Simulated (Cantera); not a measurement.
A closed system holds: 1 mol B2O3, 4.8 mol HF, 0.36 mol N2, held at 15.0 Pa.

These are equilibrium values from Cantera (NASA tables, ideal gas, pure condensed phases), not measurements of a reactor. Candidate condensed phases: B, BN, B2O3, B3O3H3, H2O; 62 gas species. Kinetics and transport are ignored.

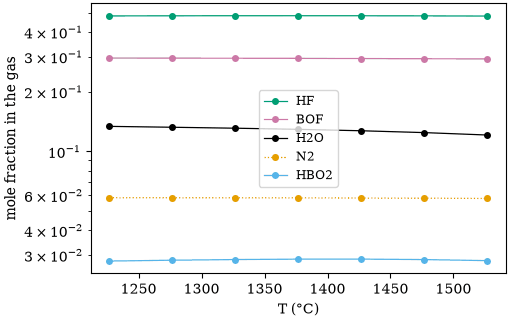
Fig. 1. Equilibrium gas composition (values under 1e-9 drawn at 1e-9)

From 1227 °C to 1527 °C nothing is condensed. The main B-bearing gas is BOF throughout.
